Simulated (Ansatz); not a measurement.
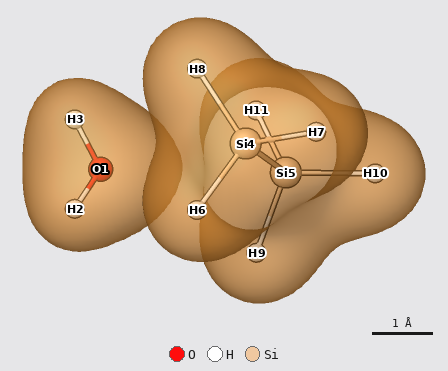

H$_{2}$O···H$_{6}$Si$_{2}$. Isosurface of the total electron density at 0.08 e/Å³ (orange), seen from one side.

Geometry: PBE0-D4/def2-TZVP.

These are results of Ansatz, RKS PBE0-D4/def2-TZVPPD, not measurements.

The calculation's input:

```
crystal:
  periodic: [false, false, false]
  atoms:
    - {symbol: O, position_ang: [-0.232630, 0.072993, -2.038320]}
    - {symbol: H, position_ang: [0.378185, 0.741467, -2.358530]}
    - {symbol: H, position_ang: [0.097443, -0.760552, -2.382887]}
    - {symbol: Si, position_ang: [1.112754, -0.210715, 0.771176]}
    - {symbol: Si, position_ang: [-1.190173, 0.200534, 0.904824]}
    - {symbol: H, position_ang: [1.820911, 0.897217, 0.072510]}
    - {symbol: H, position_ang: [1.720022, -0.337566, 2.126463]}
    - {symbol: H, position_ang: [1.394875, -1.477310, 0.040937]}
    - {symbol: H, position_ang: [-1.530754, 1.506274, 0.284332]}
    - {symbol: H, position_ang: [-1.610563, 0.252344, 2.334554]}
    - {symbol: H, position_ang: [-1.959972, -0.884785, 0.244941]}
basis:
  gaussian: {orbitals: "def2-TZVPPD.json"}
hamiltonian: {xc: pbe0, dispersion: d4}
output: {orbitals: {seedname: orbitals}}
```

Run with:

```sh
ansatz run in.yaml --threads 4 --pin off --events-out ev --progress --plain --max-ram 9574MiB
```

**What does this surface tell about the bonding?**

At this value the surface falls into two separate pieces. It bridges the sampled Si–Si (2.34 Å), O–H (0.96 Å) and Si–H (1.49 Å) contacts, where the density stays above the isovalue. It is pinched off along the sampled Si···O (3.10 Å) contacts. On the grid the lowest density along these lines, outside the cores, is 0.06 e/Å³ (Si···O, 3.10 Å), 0.64 e/Å³ (Si–Si, 2.34 Å), 2.5 e/Å³ (O–H, 0.96 Å) and 0.81 e/Å³ (Si–H, 1.49 Å).
